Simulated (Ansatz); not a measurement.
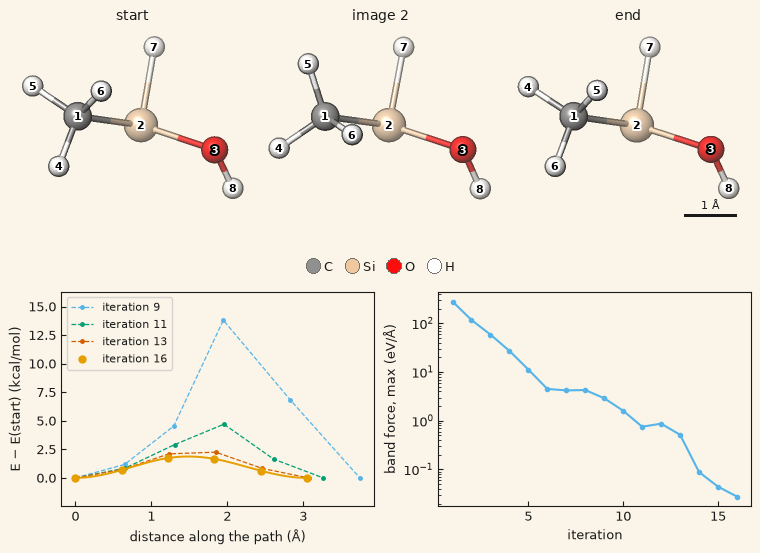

A search for the minimum-energy path of CH₅OSi (charge −1) by the nudged elastic band. Images are numbered from 0 (start) to 5 (end). The plot follows the band through its iterations. The picture is a ball-and-stick view, seen at a tilt.

Level of theory: RKS BHLYP/def2-SVP in Ansatz. Run with 4 movable images; no climbing image; force threshold 0.03 eV/Å; iteration limit 60; starting path through a guess of the saddle point.

**Judge this run.**

The run is converged, with reservations. The band converged in 16 iterations. The largest component of the band force went from 280 to 0.028 eV/Å. No image climbed, so the highest image needn't lie on the saddle point, and the true maximum along this path can be higher. The first iteration put the highest image at 1761.82 kcal/mol. The two ends have the same energy, and the highest point, image 2, lies 1.74 kcal/mol above the start.

Limits of the set-up: the basis has no diffuse functions, which an anion needs.
